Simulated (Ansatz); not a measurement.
**RuSiH2 (singlet): from Hartree-Fock to the top rungs at a displaced geometry (v2), def2-SVP**

How much of the correlation energy of RuSiH2 (singlet) does each wave-function method recover here?

The runs use Ansatz 0.2.0, Gaussian basis; def2-SVP, core rule «outside noble gas», up to 9 orbitals frozen.

To be run: UHF; CCSD(T) on RHF; CCSD(T) on UHF; CISD; CCSDT(Q) on RHF; CASSCF and MRCISD+Q, 8 electrons in 8 orbitals; CASSCF and NEVPT2, 8 electrons in 8 orbitals.

13 further runs of the same task are left out: 2 that didn't finish, 11 set aside as unsound or not needed.

## (1) The geometry

The geometry is a PBE0/def2-TZVP stationary point (not a proven minimum) with its atoms shifted at random (size 0.100 Å). No spin-orbit coupling is included. Elements past krypton take def2 core potentials.

4 atoms, charge 0, spin multiplicity 1.

Atoms are counted from 1 here; the program's logs count them from 0.

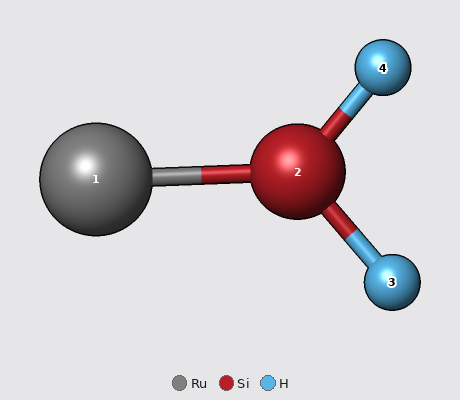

The structure; ruthenium grey, silicon red, hydrogen blue; atoms are numbered from 1 in the order of the file.

In the tables R marks a restricted determinant and U an unrestricted one; 'frontier' is the active space of 8 electrons in 8 orbitals; energies count from the table's Hartree-Fock row.

## (2) UHF

Input file in.yaml:

```yaml
crystal:
  periodic: [false, false, false]
  atoms:
    - {symbol: Ru, position_ang: [0.036019, -0.000999, 0.500365]}
    - {symbol: Si, position_ang: [-0.128855, 0.007375, -1.616245]}
    - {symbol: H, position_ang: [-0.052234, -1.187302, -2.578126]}
    - {symbol: H, position_ang: [0.030874, 1.081935, -2.559912]}
basis:
  gaussian: {orbitals: def2-SVP}
magnetization: {spin_polarized: true, initial_magnetization: 0}
hamiltonian: {xc: hf}
output: {orbitals: {seedname: orbitals}}
```

Command:

```
> ansatz run in.yaml --threads 1 --pin off --events-out ev --progress --plain --max-ram 2393MiB
```

Output, shortened:

```text
Functional definition: HF
  name "HF"
  cite "Fock, Z. Phys. 61, 126 (1930) doi:10.1007/BF01340294"
  parent pbe
[...]
601 factors; integrals over basis functions are off by at most 1.3e-3 eV
[...]
mean field -10449.32857625 eV, -384.0057423680 hartree, gradient 9.9e-6 eV, S^2 1.705282; 17 other end points of the search recorded, 0 dependent functions left out
reference -10449.32857625 eV, -384.0057423680 hartree; 16, 16 occupied and 43, 43 virtual orbitals, 601 factors
Total energy: -10449.32857625 eV, -384.0057423680 hartree
```

It took 14 s on 1 thread of Arm Neoverse V2, shared host.

From the report: ⟨S²⟩ of the determinant 1.705 (pure singlet: 0.00). The determinant is far from a pure spin state, so its energy mixes those of several spin states (harmless only where they are near-degenerate, as at dissociation).

The unrestricted solution breaks the spin symmetry, so the restricted determinant is unstable here.

## (3) CCSD(T) on RHF

in.yaml, as its differences from that of step 2:

```diff
@@ -9,4 +9,3 @@
   gaussian: {orbitals: def2-SVP}
-magnetization: {spin_polarized: true, initial_magnetization: 0}
-hamiltonian: {xc: hf}
-output: {orbitals: {seedname: orbitals}}
+magnetization: {spin_polarized: false}
+correlation: {method: ccsd_t, electrons: outside_noble_gas}
```

The command is unchanged.

Output, shortened:

```text
Functional definition: HF
  name "HF"
  cite "Fock, Z. Phys. 61, 126 (1930) doi:10.1007/BF01340294"
  parent pbe
[...]
601 factors; integrals over basis functions are off by at most 1.3e-3 eV
[...]
mean field -10447.92908759 eV, -383.9543121083 hartree, gradient 2.6e-6 eV, S^2 0.000000; 11 other end points of the search recorded, 0 dependent functions left out; unrestricted orbitals would lower it
[...]
determinant -10447.92908759 eV, -383.9543121083 hartree, with singles and doubles -10456.77068794 eV, -384.2792349279 hartree
determinant -10447.88948415 eV, -383.9528567086 hartree, with singles and doubles -10456.72959079 eV, -384.2777246356 hartree
determinant -10446.09994125 eV, -383.8870922201 hartree, with singles and doubles -10454.96332381 eV, -384.2128155214 hartree
determinant -10444.77124266 eV, -383.8382634476 hartree, with singles and doubles -10453.40463366 eV, -384.1555347150 hartree
determinant -10447.92908759 eV, -383.9543121083 hartree, with singles and doubles -10456.79290972 eV, -384.2800515633 hartree
determinant -10447.88948415 eV, -383.9528567086 hartree, with singles and doubles -10456.74872284 eV, -384.2784277255 hartree
unrestricted determinant -10449.32857623 eV, -384.0057423673 hartree, S^2 1.7053
9 core orbitals not correlated: weight in the atoms' cores, before any rotation towards them, 0.999 or more for the frozen orbitals, at most 0.000 for the correlated occupied ones
reference -10447.92908759 eV, -383.9543121083 hartree; 7, 7 occupied and 43, 43 virtual orbitals, 601 factors
second order -8.47851673 eV of doubles, -0.00000000 eV of singles
cycle   1  -8.86382471 eV  change   -2.6e-6 eV  update   6.6e-6
perturbative correction -0.54383672 eV, -0.0199856309 hartree
Total energy: -10457.33674902 eV, -384.3000372892 hartree
```

Wall time 28 s (1 thread of Arm Neoverse V2, shared host).

From the report: correlation -9.4077 eV; T1 0.054; largest double amplitude 0.11.

## (4) CCSD(T) on UHF

in.yaml, as its differences from that of step 3:

```diff
@@ -9,3 +9,3 @@
   gaussian: {orbitals: def2-SVP}
-magnetization: {spin_polarized: false}
+magnetization: {spin_polarized: true, initial_magnetization: 0}
 correlation: {method: ccsd_t, electrons: outside_noble_gas}
```

Launched as before.

Output, shortened:

```text
Functional definition: HF
  name "HF"
  cite "Fock, Z. Phys. 61, 126 (1930) doi:10.1007/BF01340294"
  parent pbe
[...]
601 factors; integrals over basis functions are off by at most 1.3e-3 eV
[...]
mean field -10449.32857625 eV, -384.0057423680 hartree, gradient 5.9e-6 eV, S^2 1.705282; 24 other end points of the search recorded, 0 dependent functions left out
determinant -10449.32857625 eV, -384.0057423680 hartree, with singles and doubles -10457.56483612 eV, -384.3084193355 hartree
determinant -10449.32829246 eV, -384.0057319388 hartree, with singles and doubles -10457.56451501 eV, -384.3084075347 hartree
determinant -10449.29315245 eV, -384.0044405671 hartree, with singles and doubles -10457.50817967 eV, -384.3063372493 hartree
determinant -10447.92908759 eV, -383.9543121083 hartree, with singles and doubles -10456.77113879 eV, -384.2792514966 hartree
determinant -10449.32857625 eV, -384.0057423680 hartree, with singles and doubles -10457.66775614 eV, -384.3122015762 hartree
determinant -10449.32829246 eV, -384.0057319388 hartree, with singles and doubles -10457.66750433 eV, -384.3121923224 hartree
determinant -10449.29315245 eV, -384.0044405671 hartree, with singles and doubles -10457.58518178 eV, -384.3091670246 hartree
determinant -10448.89907063 eV, -383.9899583275 hartree, with singles and doubles -10457.64031121 eV, -384.3111929937 hartree
9 core orbitals not correlated: weight in the atoms' cores, before any rotation towards them, 0.999 or more for the frozen orbitals, at most 0.000 for the correlated occupied ones
reference -10449.32857625 eV, -384.0057423680 hartree; 7, 7 occupied and 43, 43 virtual orbitals, 601 factors
second order -7.08235249 eV of doubles, -0.00000000 eV of singles
cycle   1  -8.33917924 eV  change    6.4e-7 eV  update   7.6e-6
perturbative correction -0.46399449 eV, -0.0170514831 hartree
WARN: the results are in doubt because among natural orbitals the method converges to other amplitudes
Total energy: -10458.13174999 eV, -384.3292530357 hartree
In doubt: among natural orbitals the method converges to other amplitudes
```

It took 62 s on 1 thread of Arm Neoverse V2, shared host.

From the report: ⟨S²⟩ of the determinant 1.705 (pure singlet: 0.00); correlation -8.8032 eV; T1 0.091; largest double amplitude 0.09. The determinant is far from a pure spin state, so its energy mixes those of several spin states (harmless only where they are near-degenerate, as at dissociation). Mind the lines of doubt at the end of the log.

## (5) CISD

in.yaml, as its differences from that of step 4:

```diff
@@ -9,3 +9,2 @@
   gaussian: {orbitals: def2-SVP}
-magnetization: {spin_polarized: true, initial_magnetization: 0}
-correlation: {method: ccsd_t, electrons: outside_noble_gas}
+correlation: {active_space: {ras: {orbitals: [7, 0, 43], electrons: 14, max_holes: 2, max_particles: 2}, fixed_orbitals: true}}
```

Launched as before.

Output, shortened:

```text
Functional definition: HF
  name "HF"
  cite "Fock, Z. Phys. 61, 126 (1930) doi:10.1007/BF01340294"
  parent pbe
[...]
601 factors; integrals over basis functions are off by at most 1.3e-3 eV
[...]
mean field -10447.92908759 eV, -383.9543121083 hartree, gradient 2.6e-6 eV, S^2 0.000000; 8 other end points of the search recorded, 0 dependent functions left out
reference -10447.92908759 eV, -383.9543121083 hartree; 16, 16 occupied and 43, 43 virtual orbitals, 601 factors
state -10455.71574972 eV, -384.2404666633 hartree
Total energy: -10455.71574972 eV, -384.2404666633 hartree
```

It took 7.5 s on 1 thread of Arm Neoverse V2, shared host.

From the report: 129,130 determinants.

## (6) CCSDT(Q) on RHF

in.yaml, as its differences from that of step 5:

```diff
@@ -9,2 +9,3 @@
   gaussian: {orbitals: def2-SVP}
-correlation: {active_space: {ras: {orbitals: [7, 0, 43], electrons: 14, max_holes: 2, max_particles: 2}, fixed_orbitals: true}}
+magnetization: {spin_polarized: false}
+correlation: {method: ccsdt_q, electrons: outside_noble_gas}
```

The command is unchanged.

Output, shortened:

```text
Functional definition: HF
  name "HF"
  cite "Fock, Z. Phys. 61, 126 (1930) doi:10.1007/BF01340294"
  parent pbe
[...]
993 factors; integrals over basis functions are off by at most 2.0e-7 eV
[...]
mean field -10447.92914375 eV, -383.9543141721 hartree, gradient 8.1e-6 eV, S^2 0.000000; 11 other end points of the search recorded, 0 dependent functions left out; unrestricted orbitals would lower it
[...]
determinant -10447.92914375 eV, -383.9543141721 hartree, with singles and doubles -10456.77072392 eV, -384.2792362503 hartree
determinant -10447.88953947 eV, -383.9528587415 hartree, with singles and doubles -10456.72962621 eV, -384.2777259374 hartree
determinant -10446.09999313 eV, -383.8870941268 hartree, with singles and doubles -10454.96335951 eV, -384.2128168334 hartree
determinant -10444.77129223 eV, -383.8382652692 hartree, with singles and doubles -10453.40466616 eV, -384.1555359092 hartree
determinant -10447.92914375 eV, -383.9543141721 hartree, with singles and doubles -10456.79294676 eV, -384.2800529245 hartree
determinant -10447.88953947 eV, -383.9528587415 hartree, with singles and doubles -10456.74875997 eV, -384.2784290902 hartree
[...]
unrestricted determinant -10449.32863550 eV, -384.0057445454 hartree, S^2 1.7053
9 core orbitals not correlated: weight in the atoms' cores, before any rotation towards them, 0.999 or more for the frozen orbitals, at most 0.000 for the correlated occupied ones
reference -10447.92914375 eV, -383.9543141721 hartree; 7, 7 occupied and 43, 43 virtual orbitals, 993 factors
second order -8.47852701 eV of doubles, -0.00000000 eV of singles
cycle   1  -8.23435154 eV  change    2.4e-1 eV  update   1.7e-1
[...]
cycle  11  -9.54982809 eV  change   -9.6e-8 eV  update   1.3e-7
perturbative correction -0.12155436 eV, -0.0044670403 hartree
Total energy: -10457.60052620 eV, -384.3097309217 hartree
```

It took 4.5 min on 1 thread of Arm Neoverse V2, shared host; peak memory 1.2 GiB.

From the report: correlation -9.6714 eV; T1 0.055; largest double amplitude 0.41.

## (7) CASSCF and MRCISD+Q, 8 electrons in 8 orbitals

in.yaml, as its differences from that of step 6:

```diff
@@ -9,3 +9,2 @@
   gaussian: {orbitals: def2-SVP}
-magnetization: {spin_polarized: false}
-correlation: {method: ccsdt_q, electrons: outside_noble_gas}
+correlation: {method: fic_mrcisd_q, electrons: outside_noble_gas, active_space: {window: {electrons: 8, orbitals: 8}}}
```

Launched as before.

Output, shortened:

```text
Functional definition: HF
  name "HF"
  cite "Fock, Z. Phys. 61, 126 (1930) doi:10.1007/BF01340294"
  parent pbe
[...]
601 factors; integrals over basis functions are off by at most 1.3e-3 eV
[...]
mean field -10447.92908759 eV, -383.9543121083 hartree, gradient 2.6e-6 eV, S^2 0.000000; 8 other end points of the search recorded, 0 dependent functions left out; unrestricted orbitals would lower it
reference -10447.92908759 eV, -383.9543121083 hartree; 16, 16 occupied and 43, 43 virtual orbitals, 601 factors
state -10450.58733766 eV, -384.0520009967 hartree
contracted CI cycle   1: correlation 0.00000000 eV, 0.0000000000 hartree, residual 2.29e1 eV
contracted CI cycle   2: correlation -5.94087395 eV, -0.2183230909 hartree, residual 3.71e0 eV
contracted CI cycle   3: correlation -6.17445826 eV, -0.2269071560 hartree, residual 1.01e0 eV
contracted CI cycle   4: correlation -6.19320466 eV, -0.2275960733 hartree, residual 3.42e-1 eV
contracted CI cycle   5: correlation -6.19558015 eV, -0.2276833709 hartree, residual 1.48e-1 eV
contracted CI cycle   6: correlation -6.19614691 eV, -0.2277041991 hartree, residual 9.48e-2 eV
contracted CI cycle   7: correlation -6.19644948 eV, -0.2277153183 hartree, residual 7.18e-2 eV
contracted CI cycle   8: correlation -6.19658883 eV, -0.2277204391 hartree, residual 3.83e-2 eV
contracted CI cycle   9: correlation -6.19661983 eV, -0.2277215784 hartree, residual 1.59e-2 eV
contracted CI cycle  10: correlation -6.19662483 eV, -0.2277217623 hartree, residual 6.02e-3 eV
contracted CI cycle  11: correlation -6.19662566 eV, -0.2277217928 hartree, residual 2.92e-3 eV
contracted CI cycle  12: correlation -6.19662586 eV, -0.2277218002 hartree, residual 1.39e-3 eV
state -10450.58733766 eV, -384.0520009967 hartree; corrected -10457.42789652 eV, -384.3033868979 hartree
Total energy: -10457.42789652 eV, -384.3033868979 hartree
```

Wall time 25 s (1 thread of Arm Neoverse V2, shared host); peak memory 0.32 GiB.

From the report: 4,900 determinants; active occupations 1.96, 1.95, 1.90, 1.55, 0.47, 0.10, 0.04, 0.04.

## (8) CASSCF and NEVPT2, 8 electrons in 8 orbitals

in.yaml, as its differences from that of step 7:

```diff
@@ -9,2 +9,2 @@
   gaussian: {orbitals: def2-SVP}
-correlation: {method: fic_mrcisd_q, electrons: outside_noble_gas, active_space: {window: {electrons: 8, orbitals: 8}}}
+correlation: {method: sc_nevpt2, electrons: outside_noble_gas, active_space: {window: {electrons: 8, orbitals: 8}}}
```

Launched as before.

Output, shortened:

```text
Functional definition: HF
  name "HF"
  cite "Fock, Z. Phys. 61, 126 (1930) doi:10.1007/BF01340294"
  parent pbe
[...]
601 factors; integrals over basis functions are off by at most 1.3e-3 eV
[...]
mean field -10447.92908759 eV, -383.9543121083 hartree, gradient 2.6e-6 eV, S^2 0.000000; 8 other end points of the search recorded, 0 dependent functions left out; unrestricted orbitals would lower it
reference -10447.92908759 eV, -383.9543121083 hartree; 16, 16 occupied and 43, 43 virtual orbitals, 601 factors
state -10450.58733766 eV, -384.0520009967 hartree
state -10450.58733766 eV, -384.0520009967 hartree; corrected -10456.48536337 eV, -384.2687494435 hartree
Total energy: -10456.48536337 eV, -384.2687494435 hartree
```

Run time: 21 s. Hardware: 1 thread of Arm Neoverse V2, shared host.

From the report: 4,900 determinants; active occupations 1.96, 1.95, 1.90, 1.55, 0.47, 0.10, 0.04, 0.04.

## (9) The ladder

No level here is safe as a reference; RCCSDT(Q) serves as a yardstick only. Rows without a time come out of other runs: HF, MP2 and CCSD of CCSD(T), CCSDT of CCSDT(Q), CASSCF and MRCISD of the multireference runs.

Differences are taken before rounding.

```csv
method,energy from the lowest RHF (meV),from RCCSDT(Q) (meV),time
RHF,0.0,+9671.4,
UHF,-1399.5,+8271.9,
RMP2,-8478.5,+1192.9,
UMP2,-8481.8,+1189.6,
CISD,-7786.7,+1884.8,7.5 s
RCCSD,-8863.8,+807.6,
UCCSD,-9738.7,-67.2,
RCCSD(T),-9407.7,+263.8,28 s
UCCSD(T),-10202.7,-531.2,62 s
RCCSDT,-9549.9,+121.6,
RCCSDT(Q),-9671.4,0,4.5 min
CASSCF frontier,-2658.3,+7013.2,
NEVPT2 frontier,-8556.3,+1115.2,21 s
MRCISD frontier,-8854.9,+816.6,
MRCISD+Q frontier,-9498.8,+172.6,25 s
```

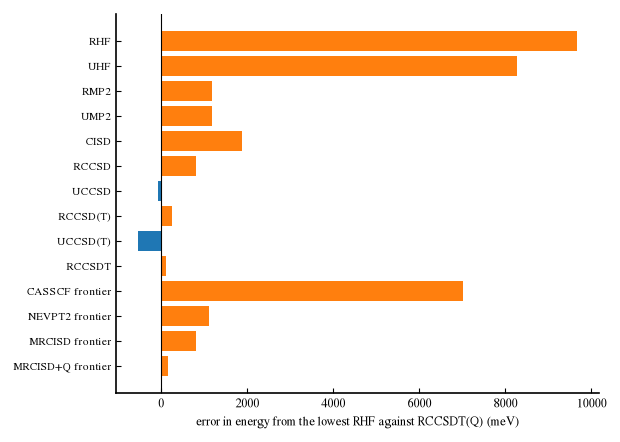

Deviations from RCCSDT(Q), method by method.

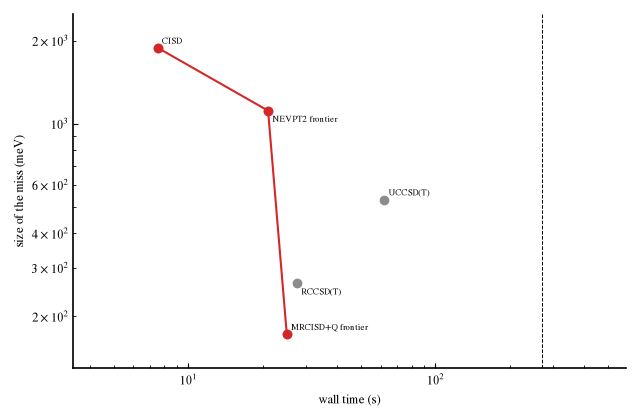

Accuracy for the time spent; red marks the levels that beat every quicker one drawn (of those quicker than the yardstick), and the dashed line is the time of RCCSDT(Q). Times are from a shared host.

The program flags UCCSD(T) as in doubt (see the logs), so those rows may rest on another solution; read them beside their warnings.

## (10) Outcome

| quantity | value |
| --- | --- |
| RCCSDT(Q) below the RHF energy | -9.6714 eV |
| RMP2 from RCCSDT(Q) | +1192.9 meV |
| UMP2 from RCCSDT(Q) | +1189.6 meV |
| RCCSD from RCCSDT(Q) | +807.6 meV |
| RCCSD(T) from RCCSDT(Q) | +263.8 meV |
| UCCSD(T) from RCCSDT(Q) | -531.2 meV |
| NEVPT2 frontier from RCCSDT(Q) | +1115.2 meV |
| MRCISD+Q frontier from RCCSDT(Q) | +172.6 meV |
| T1 diagnostic | 0.054 |

In words: RCCSD(T) lands +263.8 meV from the yardstick (2.7 % of the correlation energy). CCSD(T) misses by +263.8 meV on the restricted determinant and by -531.2 meV on the unrestricted one; the two need not hold the same state or core. Warnings: restricted reference is unstable; spin contamination; large T1 diagnostic.
